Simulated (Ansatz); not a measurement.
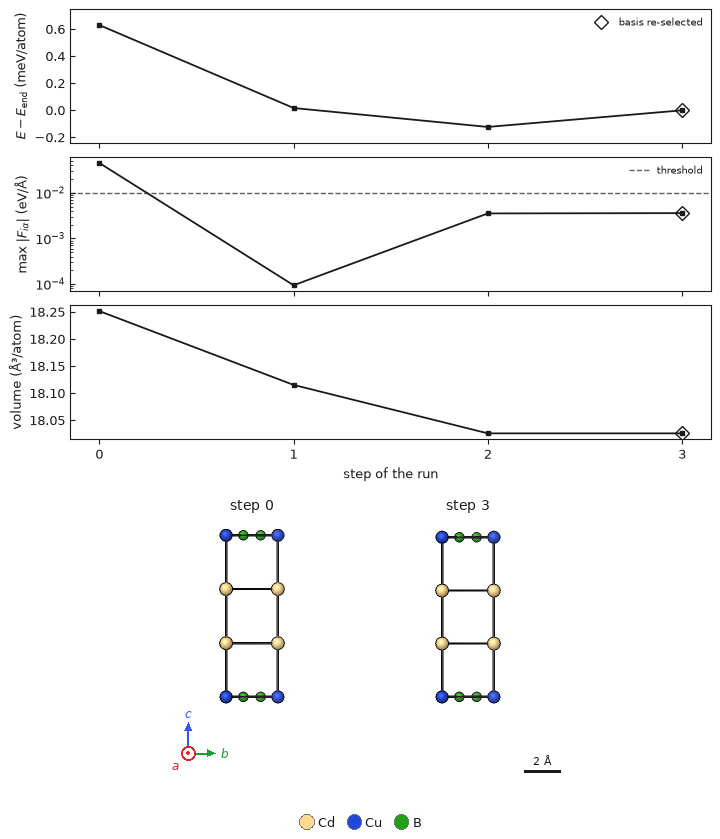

First and last geometry of a relaxation of a crystal of Cd₂CuB₂ (a generated structure, set up in P6/mmm), with the history of the run. The picture is a ball-and-stick view of the cell of the calculation, seen along the a axis.

Level of theory: DFT PBE, scalar-relativistic, plane waves, PAW in Ansatz. Settings: plane-wave cutoff 420 eV; k-point mesh 12 × 12 × 4; occupations gaussian; smearing width 0.1 eV; no spin polarisation; cell and atoms relaxed; force threshold 0.01 eV/Å; at most 80 steps.

> Did the run converge, and what did it change?

It converged. The largest moves relative to the cell, 0.015 Å, are those of Cd atoms. B and Cu stay in place. The drawn cell changes as follows: a = b unchanged at 3.391 Å, c 9.163 → 9.053 Å (−1.2 %); the volume changes by −1.2 %. Near-neighbour distances that change, for instance: Cd–Cd 3.071 → 3.005 Å, Cd–Cu 3.046 → 3.024 Å. The space group stays P6/mmm (No. 191). The energy falls by 0.6 meV per atom in 2 accepted moves (3 points after the start). Largest force component: 0.045 eV/Å at the start, 0.0036 eV/Å at the end. The pressure goes from −0.29 to 0.01 GPa. At 1 point the geometry stayed and the basis and grid were re-selected for the new cell (energy shift of 0.1 meV per atom at most each time).

```tsv
step	E − E(0), meV/atom	largest force component, eV/Å	pressure, GPa	volume, Å³/atom	note
0	0.00	0.0452	-0.29	18.252	
1	-0.61	0.0001	-0.10	18.115	
2	-0.75	0.0035	0.01	18.026	
3	-0.63	0.0036	0.01	18.026	same geometry, new basis
```
